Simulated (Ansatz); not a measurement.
# HfAl3N: the cost of one run

Computed with Ansatz 0.2.0 (DFT PBE, scalar-relativistic, plane waves, PAW, unless a step's input says otherwise).

## Step 1: The system as given

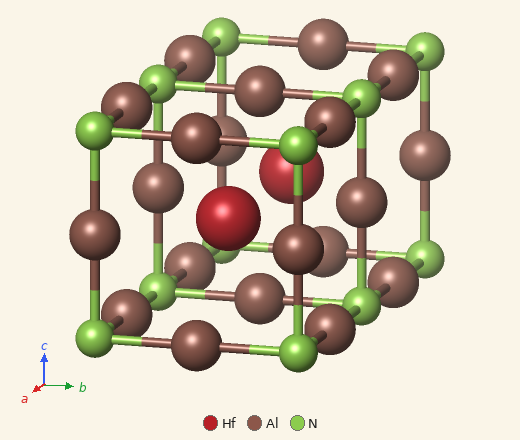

The starting structure, seen slightly off an axis (hafnium red, aluminium brown, nitrogen green). 2×1×1 cells are drawn. Atoms on the faces are drawn again on the opposite ones.

As a file:

```
CELL_PARAMETERS angstrom
4.42189 0.00000 0.00000
0.00000 4.42189 0.00000
0.00000 0.00000 4.42189
ATOMIC_POSITIONS crystal
Hf 0.50000 0.50000 0.50000
Al 0.50000 0.00000 0.00000
Al 0.00000 0.50000 0.00000
Al 0.00000 0.00000 0.50000
N 0.00000 0.00000 0.00000
```

Recipe of the guess: random cell by space group and Wyckoff sites (Pm-3m, No. 221). Its size is a rough estimate.

## Step 2: The guess as it stands, on a coarse mesh

The input, input.yaml:

```yaml
crystal:
  lattice:
    - [4.42189491, 0.0, 0.0]
    - [0.0, 4.42189491, 0.0]
    - [0.0, 0.0, 4.42189491]
  atoms:
    - { symbol: Hf, position: [0.5, 0.5, 0.5] }
    - { symbol: Al, position: [0.5, 0.0, 0.0] }
    - { symbol: Al, position: [0.0, 0.5, 0.0] }
    - { symbol: Al, position: [0.0, 0.0, 0.5] }
    - { symbol: "N", position: [0.0, 0.0, 0.0] }
basis:
  ecutwfc: 420
kpoints:
  mp_grid: { grid: [4, 4, 4] }
hamiltonian:
  xc: pbe
scf:
  occupations: { method: gaussian, width: 0.1 }
  lower_state_search: "off"
output:
  forces: true
  stress: true
  eigenvalues: true
```

Launch:

```
ansatz run input.yaml --threads 1 --pin off --max-ram 2560MiB --backend cpu --events-out ev --progress --plain --runs-dir out
```

Q: Estimate wall time and peak memory on 1 thread of Intel Xeon at 2.70GHz, shared host.

About 3.1 s, with a peak of 0.35 GiB.
